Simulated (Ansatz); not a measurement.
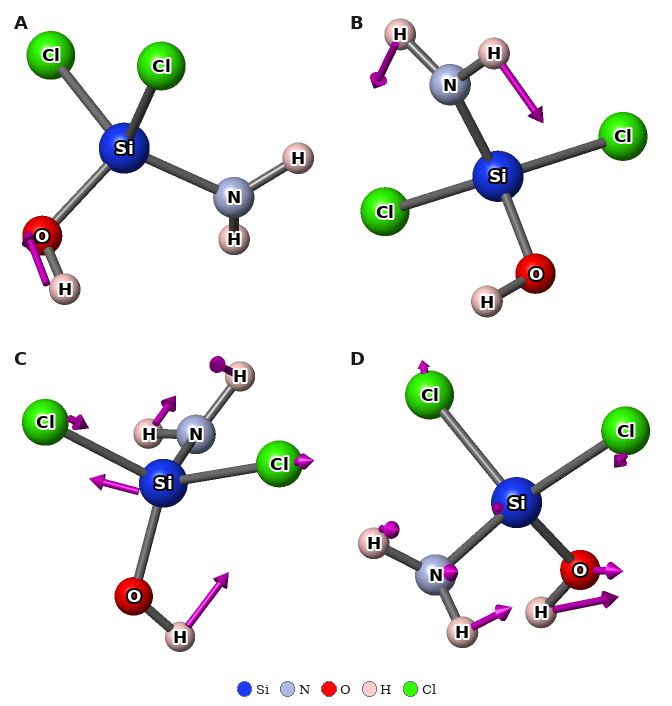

4 normal modes of one molecule or complex, as arrows. Harmonic vibrations computed with RKS PBE0-D4/def2-TZVP (Ansatz 0.2.0) at a stationary point of the same level.

Match the panels to the wavenumbers 291 cm⁻¹, 587 cm⁻¹, 1576 cm⁻¹, 3904 cm⁻¹.

Answer. A: 3904 cm⁻¹, O–H stretching
B: 1576 cm⁻¹, angle bending
C: 587 cm⁻¹
D: 291 cm⁻¹, angle bending
